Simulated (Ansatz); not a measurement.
# CH3Ge (doublet): RPA-PBE over a scan of the twist about Ge1–C2, cc-pVDZ

Aim: run CH3Ge (doublet) with these functionals over a scan of the twist about Ge1–C2, and hold them against the top wave-function level at the same points.

Method: cc-pVDZ, all electrons in the functionals, frozen cores in the correlation of double hybrids and RPA; program: Ansatz 0.2.0, Gaussian basis.

The runs, in order: RPA-PBE, at 0.0°; 15.5°; 27.2°; 43.2°; 62.4°; 76.0°; 90.0°; 120.0°; 150.0°; 180.0°.

16 further runs of the same task are left out: 1 for a mislabelled method, 14 that didn't finish, 1 set aside as unsound or not needed.

## (1) The geometry

The geometry derives from a PBE0/def2-TZVP stationary point (not a proven minimum). One half is turned about the bond named; the halves are rigid. No spin-orbit coupling is included. The filled d shell of Ge may be among the frozen orbitals whatever the setting's name suggests; the logs give the count.

5 atoms, charge 0, spin multiplicity 2.

Atoms are counted from 1 here; the program's logs count them from 0.

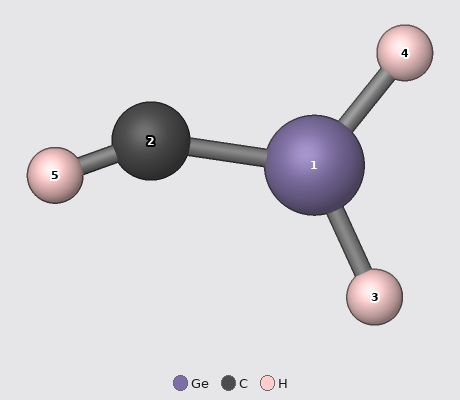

The structure; germanium purple, carbon dark grey, hydrogen pink; atoms are numbered from 1 in the order of the file.

No dispersion term is added.

The geometry shown and the zero of energy belong to the point 0.0°. The yardstick, RCCSDT(Q), and other wave-function levels (R restricted, U unrestricted, valence and pair active spaces) come from earlier runs.

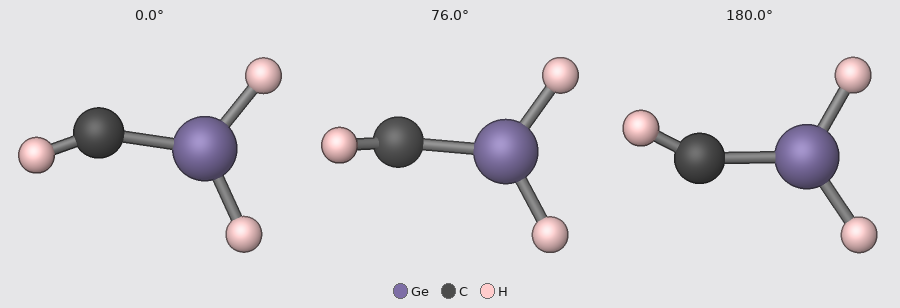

Three points of the scan; sticks are drawn by distance.

## (2) RPA-PBE, 0.0°

Contents of in.yaml:

```yaml
crystal:
  periodic: [false, false, false]
  atoms:
    - {symbol: Ge, position_ang: [0.000000, 0.009227, 0.252245]}
    - {symbol: C, position_ang: [0.000000, -0.092669, -1.495242]}
    - {symbol: H, position_ang: [0.000000, 1.336281, 1.011005]}
    - {symbol: H, position_ang: [0.000000, -1.253031, 1.102338]}
    - {symbol: H, position_ang: [0.000000, 0.356035, -2.474658]}
basis:
  gaussian: {orbitals: cc-pVDZ}
magnetization: {spin_polarized: true, initial_magnetization: 1}
hamiltonian: {xc: {name: PBE}}
correlation: {method: rpa, electrons: outside_noble_gas}
```

Command:

```
> ansatz run in.yaml --threads 1 --pin off --events-out ev --progress --plain --max-ram 2393MiB
```

What it wrote:

```text
Functional definition: PBE
  name "PBE"
  cite "Perdew, Burke & Ernzerhof, Phys. Rev. Lett. 77, 3865 (1996) doi:10.1103/PhysRevLett.77.3865"
  parent pbe
  parameter kappa = 0.804
  parameter beta = 0.06672455060314922
  exchange = pbe_x(kappa = kappa, mu = beta*pi^2/3)
  correlation = pbe_c(beta = beta)
590 factors; integrals over basis functions are off by at most 1.0e-3 eV
mean field evaluation 1: about -57580.8587 eV, gradient 3.7e1 eV
mean field evaluation 2: about -57580.8544 eV, gradient 3.7e1 eV
mean field evaluation 4: about -57586.3631 eV, gradient 1.7e1 eV
mean field evaluation 8: about -57588.9672 eV, gradient 3.0e-1 eV
mean field evaluation 16: about -57588.9691 eV, gradient 5.4e-4 eV
mean field evaluation 32: about -57576.4196 eV, gradient 1.2e1 eV
mean field -57588.96909096 eV, -2116.3555788875 hartree, gradient 3.2e-6 eV, S^2 0.775671; 1 other end points of the search recorded, 0 dependent functions left out
15 core orbitals not correlated: weight in the atoms' cores, before any rotation towards them, 0.996 or more for the frozen orbitals, at most 0.002 for the correlated occupied ones
reference -57546.17503231 eV, -2114.7829262391 hartree; 6, 5 occupied and 35, 36 virtual orbitals, 590 factors
Total energy: -57556.70618121 eV, -2115.1699388226 hartree
```

It took 3 s on 1 thread of Arm Neoverse V1, shared host.

From the report: ⟨S²⟩ of the determinant 0.776 (pure doublet: 0.75).

## (3) RPA-PBE, 15.5°

Contents of in.yaml:

```yaml
crystal:
  periodic: [false, false, false]
  atoms:
    - {symbol: Ge, position_ang: [-0.001551, 0.009438, 0.252233]}
    - {symbol: C, position_ang: [-0.001551, -0.092458, -1.495254]}
    - {symbol: H, position_ang: [-0.001551, 1.336492, 1.010993]}
    - {symbol: H, position_ang: [-0.001551, -1.252820, 1.102326]}
    - {symbol: H, position_ang: [0.133392, 0.337912, -2.473601]}
basis:
  gaussian: {orbitals: cc-pVDZ}
magnetization: {spin_polarized: true, initial_magnetization: 1}
hamiltonian: {xc: {name: PBE}}
correlation: {method: rpa, electrons: outside_noble_gas}
```

Launched as before.

What it wrote (excerpt; [...] marks lines left out):

```text
Functional definition: PBE
  name "PBE"
  cite "Perdew, Burke & Ernzerhof, Phys. Rev. Lett. 77, 3865 (1996) doi:10.1103/PhysRevLett.77.3865"
  parent pbe
[...]
590 factors; integrals over basis functions are off by at most 1.0e-3 eV
[...]
mean field -57588.96189157 eV, -2116.3553143147 hartree, gradient 2.1e-6 eV, S^2 0.775809; 1 other end points of the search recorded, 0 dependent functions left out
15 core orbitals not correlated: weight in the atoms' cores, before any rotation towards them, 0.996 or more for the frozen orbitals, at most 0.002 for the correlated occupied ones
reference -57546.16327301 eV, -2114.7824940926 hartree; 6, 5 occupied and 35, 36 virtual orbitals, 590 factors
Total energy: -57556.69861720 eV, -2115.1696608504 hartree
```

Wall time 3 s (1 thread of Arm Neoverse V1, shared host).

From the report: ⟨S²⟩ of the determinant 0.776 (pure doublet: 0.75).

From 0.0°: +0.2 kcal/mol.

## (4) RPA-PBE, 27.2°

Contents of in.yaml:

```yaml
crystal:
  periodic: [false, false, false]
  atoms:
    - {symbol: Ge, position_ang: [-0.002654, 0.009868, 0.252208]}
    - {symbol: C, position_ang: [-0.002654, -0.092028, -1.495279]}
    - {symbol: H, position_ang: [-0.002654, 1.336922, 1.010968]}
    - {symbol: H, position_ang: [-0.002654, -1.252390, 1.102301]}
    - {symbol: H, position_ang: [0.228161, 0.300931, -2.471445]}
basis:
  gaussian: {orbitals: cc-pVDZ}
magnetization: {spin_polarized: true, initial_magnetization: 1}
hamiltonian: {xc: {name: PBE}}
correlation: {method: rpa, electrons: outside_noble_gas}
```

The command is unchanged.

What it wrote (excerpt; [...] marks lines left out):

```text
Functional definition: PBE
  name "PBE"
  cite "Perdew, Burke & Ernzerhof, Phys. Rev. Lett. 77, 3865 (1996) doi:10.1103/PhysRevLett.77.3865"
  parent pbe
[...]
590 factors; integrals over basis functions are off by at most 1.0e-3 eV
[...]
mean field -57588.94757461 eV, -2116.3547881761 hartree, gradient 5.7e-6 eV, S^2 0.776186; 1 other end points of the search recorded, 0 dependent functions left out
15 core orbitals not correlated: weight in the atoms' cores, before any rotation towards them, 0.996 or more for the frozen orbitals, at most 0.002 for the correlated occupied ones
reference -57546.14045708 eV, -2114.7816556226 hartree; 6, 5 occupied and 35, 36 virtual orbitals, 590 factors
Total energy: -57556.68356106 eV, -2115.1691075476 hartree
```

Run time: 2.9 s. Hardware: 1 thread of Arm Neoverse V1, shared host.

From the report: ⟨S²⟩ of the determinant 0.776 (pure doublet: 0.75).

From 0.0°: +0.5 kcal/mol.

## (5) RPA-PBE, 43.2°

Contents of in.yaml:

```yaml
crystal:
  periodic: [false, false, false]
  atoms:
    - {symbol: Ge, position_ang: [-0.003974, 0.010798, 0.252154]}
    - {symbol: C, position_ang: [-0.003974, -0.091098, -1.495333]}
    - {symbol: H, position_ang: [-0.003974, 1.337852, 1.010914]}
    - {symbol: H, position_ang: [-0.003974, -1.251460, 1.102247]}
    - {symbol: H, position_ang: [0.341692, 0.220979, -2.466783]}
basis:
  gaussian: {orbitals: cc-pVDZ}
magnetization: {spin_polarized: true, initial_magnetization: 1}
hamiltonian: {xc: {name: PBE}}
correlation: {method: rpa, electrons: outside_noble_gas}
```

Launched as before.

What it wrote (excerpt; [...] marks lines left out):

```text
Functional definition: PBE
  name "PBE"
  cite "Perdew, Burke & Ernzerhof, Phys. Rev. Lett. 77, 3865 (1996) doi:10.1103/PhysRevLett.77.3865"
  parent pbe
[...]
590 factors; integrals over basis functions are off by at most 1.0e-3 eV
[...]
mean field -57588.91882160 eV, -2116.3537315225 hartree, gradient 5.9e-6 eV, S^2 0.777348; 1 other end points of the search recorded, 0 dependent functions left out
15 core orbitals not correlated: weight in the atoms' cores, before any rotation towards them, 0.996 or more for the frozen orbitals, at most 0.002 for the correlated occupied ones
reference -57546.09666933 eV, -2114.7800464527 hartree; 6, 5 occupied and 35, 36 virtual orbitals, 590 factors
Total energy: -57556.65324050 eV, -2115.1679932876 hartree
```

Run time: 2.9 s. Hardware: 1 thread of Arm Neoverse V1, shared host.

From the report: ⟨S²⟩ of the determinant 0.777 (pure doublet: 0.75).

From 0.0°: +1.2 kcal/mol.

## (6) RPA-PBE, 62.4°

Contents of in.yaml:

```yaml
crystal:
  periodic: [false, false, false]
  atoms:
    - {symbol: Ge, position_ang: [-0.005145, 0.012337, 0.252064]}
    - {symbol: C, position_ang: [-0.005145, -0.089559, -1.495423]}
    - {symbol: H, position_ang: [-0.005145, 1.339391, 1.010824]}
    - {symbol: H, position_ang: [-0.005145, -1.249921, 1.102157]}
    - {symbol: H, position_ang: [0.442349, 0.088593, -2.459063]}
basis:
  gaussian: {orbitals: cc-pVDZ}
magnetization: {spin_polarized: true, initial_magnetization: 1}
hamiltonian: {xc: {name: PBE}}
correlation: {method: rpa, electrons: outside_noble_gas}
```

The command is unchanged.

What it wrote (excerpt; [...] marks lines left out):

```text
Functional definition: PBE
  name "PBE"
  cite "Perdew, Burke & Ernzerhof, Phys. Rev. Lett. 77, 3865 (1996) doi:10.1103/PhysRevLett.77.3865"
  parent pbe
[...]
590 factors; integrals over basis functions are off by at most 1.0e-3 eV
[...]
mean field -57588.88029139 eV, -2116.3523155637 hartree, gradient 2.3e-6 eV, S^2 0.779771; 4 other end points of the search recorded, 0 dependent functions left out
15 core orbitals not correlated: weight in the atoms' cores, before any rotation towards them, 0.997 or more for the frozen orbitals, at most 0.002 for the correlated occupied ones
reference -57546.04179638 eV, -2114.7780299088 hartree; 6, 5 occupied and 35, 36 virtual orbitals, 590 factors
Total energy: -57556.61237385 eV, -2115.1664914659 hartree
```

It took 3.9 s on 1 thread of Arm Neoverse V1, shared host.

From the report: ⟨S²⟩ of the determinant 0.780 (pure doublet: 0.75).

From 0.0°: +2.2 kcal/mol.

## (7) RPA-PBE, 76.0°

Contents of in.yaml:

```yaml
crystal:
  periodic: [false, false, false]
  atoms:
    - {symbol: Ge, position_ang: [-0.005633, 0.013620, 0.251989]}
    - {symbol: C, position_ang: [-0.005633, -0.088276, -1.495498]}
    - {symbol: H, position_ang: [-0.005633, 1.340674, 1.010749]}
    - {symbol: H, position_ang: [-0.005633, -1.248638, 1.102082]}
    - {symbol: H, position_ang: [0.484324, -0.021719, -2.452631]}
basis:
  gaussian: {orbitals: cc-pVDZ}
magnetization: {spin_polarized: true, initial_magnetization: 1}
hamiltonian: {xc: {name: PBE}}
correlation: {method: rpa, electrons: outside_noble_gas}
```

Same command.

What it wrote (excerpt; [...] marks lines left out):

```text
Functional definition: PBE
  name "PBE"
  cite "Perdew, Burke & Ernzerhof, Phys. Rev. Lett. 77, 3865 (1996) doi:10.1103/PhysRevLett.77.3865"
  parent pbe
[...]
590 factors; integrals over basis functions are off by at most 1.0e-3 eV
[...]
mean field -57588.85947627 eV, -2116.3515506218 hartree, gradient 3.9e-6 eV, S^2 0.781532; 4 other end points of the search recorded, 0 dependent functions left out
15 core orbitals not correlated: weight in the atoms' cores, before any rotation towards them, 0.997 or more for the frozen orbitals, at most 0.002 for the correlated occupied ones
reference -57546.01401500 eV, -2114.7770089621 hartree; 6, 5 occupied and 35, 36 virtual orbitals, 590 factors
Total energy: -57556.59013461 eV, -2115.1656741888 hartree
```

Wall time 3.7 s (1 thread of Arm Neoverse V1, shared host).

From the report: ⟨S²⟩ of the determinant 0.782 (pure doublet: 0.75).

From 0.0°: +2.7 kcal/mol.

## (8) RPA-PBE, 90.0°

Contents of in.yaml:

```yaml
crystal:
  periodic: [false, false, false]
  atoms:
    - {symbol: Ge, position_ang: [-0.005805, 0.015022, 0.251907]}
    - {symbol: C, position_ang: [-0.005805, -0.086874, -1.495580]}
    - {symbol: H, position_ang: [-0.005805, 1.342076, 1.010667]}
    - {symbol: H, position_ang: [-0.005805, -1.247236, 1.102000]}
    - {symbol: H, position_ang: [0.499151, -0.142270, -2.445602]}
basis:
  gaussian: {orbitals: cc-pVDZ}
magnetization: {spin_polarized: true, initial_magnetization: 1}
hamiltonian: {xc: {name: PBE}}
correlation: {method: rpa, electrons: outside_noble_gas}
```

The command is unchanged.

What it wrote (excerpt; [...] marks lines left out):

```text
Functional definition: PBE
  name "PBE"
  cite "Perdew, Burke & Ernzerhof, Phys. Rev. Lett. 77, 3865 (1996) doi:10.1103/PhysRevLett.77.3865"
  parent pbe
[...]
590 factors; integrals over basis functions are off by at most 1.0e-3 eV
[...]
mean field -57588.85067093 eV, -2116.3512270316 hartree, gradient 3.1e-6 eV, S^2 0.782390; 4 other end points of the search recorded, 0 dependent functions left out
15 core orbitals not correlated: weight in the atoms' cores, before any rotation towards them, 0.997 or more for the frozen orbitals, at most 0.002 for the correlated occupied ones
reference -57546.00312318 eV, -2114.7766086949 hartree; 6, 5 occupied and 35, 36 virtual orbitals, 590 factors
Total energy: -57556.58065367 eV, -2115.1653257709 hartree
```

It took 3.5 s on 1 thread of Arm Neoverse V1, shared host.

From the report: ⟨S²⟩ of the determinant 0.782 (pure doublet: 0.75).

From 0.0°: +2.9 kcal/mol.

## (9) RPA-PBE, 120.0°

Contents of in.yaml:

```yaml
crystal:
  periodic: [false, false, false]
  atoms:
    - {symbol: Ge, position_ang: [-0.005027, 0.017920, 0.251738]}
    - {symbol: C, position_ang: [-0.005027, -0.083976, -1.495749]}
    - {symbol: H, position_ang: [-0.005027, 1.344974, 1.010498]}
    - {symbol: H, position_ang: [-0.005027, -1.244338, 1.101831]}
    - {symbol: H, position_ang: [0.432277, -0.391422, -2.431074]}
basis:
  gaussian: {orbitals: cc-pVDZ}
magnetization: {spin_polarized: true, initial_magnetization: 1}
hamiltonian: {xc: {name: PBE}}
correlation: {method: rpa, electrons: outside_noble_gas}
```

The command is unchanged.

What it wrote (excerpt; [...] marks lines left out):

```text
Functional definition: PBE
  name "PBE"
  cite "Perdew, Burke & Ernzerhof, Phys. Rev. Lett. 77, 3865 (1996) doi:10.1103/PhysRevLett.77.3865"
  parent pbe
[...]
590 factors; integrals over basis functions are off by at most 1.0e-3 eV
[...]
mean field -57588.88065473 eV, -2116.3523289159 hartree, gradient 2.3e-6 eV, S^2 0.779803; 4 other end points of the search recorded, 0 dependent functions left out
15 core orbitals not correlated: weight in the atoms' cores, before any rotation towards them, 0.997 or more for the frozen orbitals, at most 0.002 for the correlated occupied ones
reference -57546.04545631 eV, -2114.7781644088 hartree; 6, 5 occupied and 35, 36 virtual orbitals, 590 factors
Total energy: -57556.61253224 eV, -2115.1664972867 hartree
```

Run time: 3.7 s. Hardware: 1 thread of Arm Neoverse V1, shared host.

From the report: ⟨S²⟩ of the determinant 0.780 (pure doublet: 0.75).

From 0.0°: +2.2 kcal/mol.

## (10) RPA-PBE, 150.0°

Contents of in.yaml:

```yaml
crystal:
  periodic: [false, false, false]
  atoms:
    - {symbol: Ge, position_ang: [-0.002903, 0.020041, 0.251615]}
    - {symbol: C, position_ang: [-0.002903, -0.081855, -1.495872]}
    - {symbol: H, position_ang: [-0.002903, 1.347095, 1.010375]}
    - {symbol: H, position_ang: [-0.002903, -1.242217, 1.101708]}
    - {symbol: H, position_ang: [0.249575, -0.573814, -2.420438]}
basis:
  gaussian: {orbitals: cc-pVDZ}
magnetization: {spin_polarized: true, initial_magnetization: 1}
hamiltonian: {xc: {name: PBE}}
correlation: {method: rpa, electrons: outside_noble_gas}
```

Launched as before.

What it wrote (excerpt; [...] marks lines left out):

```text
Functional definition: PBE
  name "PBE"
  cite "Perdew, Burke & Ernzerhof, Phys. Rev. Lett. 77, 3865 (1996) doi:10.1103/PhysRevLett.77.3865"
  parent pbe
[...]
590 factors; integrals over basis functions are off by at most 1.0e-3 eV
[...]
mean field -57588.93732826 eV, -2116.3544116299 hartree, gradient 5.5e-6 eV, S^2 0.776621; 1 other end points of the search recorded, 0 dependent functions left out
15 core orbitals not correlated: weight in the atoms' cores, before any rotation towards them, 0.996 or more for the frozen orbitals, at most 0.002 for the correlated occupied ones
reference -57546.12928787 eV, -2114.7812451620 hartree; 6, 5 occupied and 35, 36 virtual orbitals, 590 factors
Total energy: -57556.67239699 eV, -2115.1686972755 hartree
```

Wall time 2.9 s (1 thread of Arm Neoverse V1, shared host).

From the report: ⟨S²⟩ of the determinant 0.777 (pure doublet: 0.75).

From 0.0°: +0.8 kcal/mol.

## (11) RPA-PBE, 180.0°

Contents of in.yaml:

```yaml
crystal:
  periodic: [false, false, false]
  atoms:
    - {symbol: Ge, position_ang: [0.000000, 0.020818, 0.251569]}
    - {symbol: C, position_ang: [0.000000, -0.081078, -1.495918]}
    - {symbol: H, position_ang: [0.000000, 1.347872, 1.010329]}
    - {symbol: H, position_ang: [0.000000, -1.241440, 1.101662]}
    - {symbol: H, position_ang: [0.000000, -0.640574, -2.416546]}
basis:
  gaussian: {orbitals: cc-pVDZ}
magnetization: {spin_polarized: true, initial_magnetization: 1}
hamiltonian: {xc: {name: PBE}}
correlation: {method: rpa, electrons: outside_noble_gas}
```

Same command.

What it wrote (excerpt; [...] marks lines left out):

```text
Functional definition: PBE
  name "PBE"
  cite "Perdew, Burke & Ernzerhof, Phys. Rev. Lett. 77, 3865 (1996) doi:10.1103/PhysRevLett.77.3865"
  parent pbe
[...]
590 factors; integrals over basis functions are off by at most 1.0e-3 eV
[...]
mean field -57588.96303421 eV, -2116.3553563060 hartree, gradient 4.0e-6 eV, S^2 0.775861; 1 other end points of the search recorded, 0 dependent functions left out
15 core orbitals not correlated: weight in the atoms' cores, before any rotation towards them, 0.996 or more for the frozen orbitals, at most 0.002 for the correlated occupied ones
reference -57546.17013689 eV, -2114.7827463357 hartree; 6, 5 occupied and 35, 36 virtual orbitals, 590 factors
Total energy: -57556.69940008 eV, -2115.1696896210 hartree
```

Run time: 3 s. Hardware: 1 thread of Arm Neoverse V1, shared host.

From the report: ⟨S²⟩ of the determinant 0.776 (pure doublet: 0.75).

From 0.0°: +0.2 kcal/mol.

## (12) The comparison

The yardstick is RCCSDT(Q), where the cluster series has nearly closed. It comes from earlier runs at the same points. Energies in kcal/mol, counted from 0.0°; blanks weren't run or aren't comparable.

| level | 0.0° | 15.5° | 27.2° | 43.2° | 62.4° | 76.0° | 90.0° | 120.0° | 150.0° | 180.0° |
| --- | --- | --- | --- | --- | --- | --- | --- | --- | --- | --- |
| RCCSDT(Q) | 0.0 | 0.2 | 0.5 | 1.2 | 2.2 | 2.6 | 2.9 | 2.1 | 0.8 | 0.1 |
| RPA-PBE | 0.0 | 0.2 | 0.5 | 1.2 | 2.2 | 2.7 | 2.9 | 2.2 | 0.8 | 0.2 |

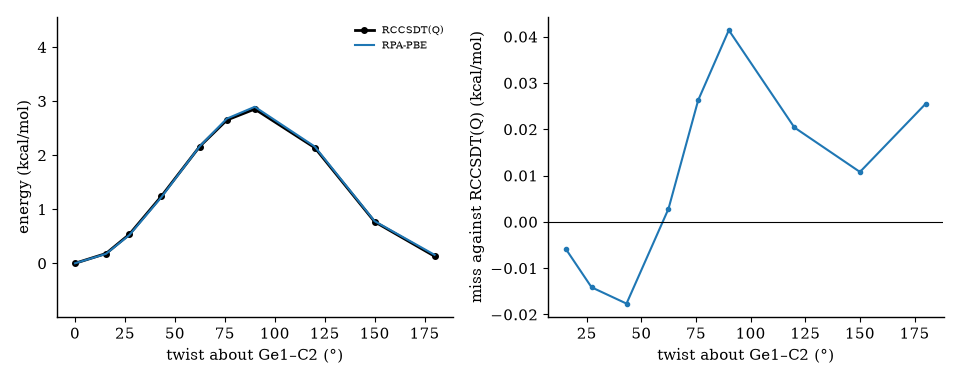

Left: the curves (the axis may cut off levels that run far away). Right: misses against RCCSDT(Q), in the same colours.

Largest miss and mean time a point (RCCSDT(Q) took 82 s a point; shared hosts):

| level | largest miss (kcal/mol) | where | time a point |
| --- | --- | --- | --- |
| RPA-PBE | 0.0 | 90.0° | 3.3 s |

## (13) What came out

| quantity | value |
| --- | --- |
| span of the RCCSDT(Q) curve | 2.9 kcal/mol |
| largest miss, RPA-PBE | 0.0 kcal/mol (90.0°) |

RPA-PBE strays by up to 0.0 kcal/mol, at 90.0°. Functionals and the yardstick converge differently with the basis, so part of each miss in cc-pVDZ is the basis.
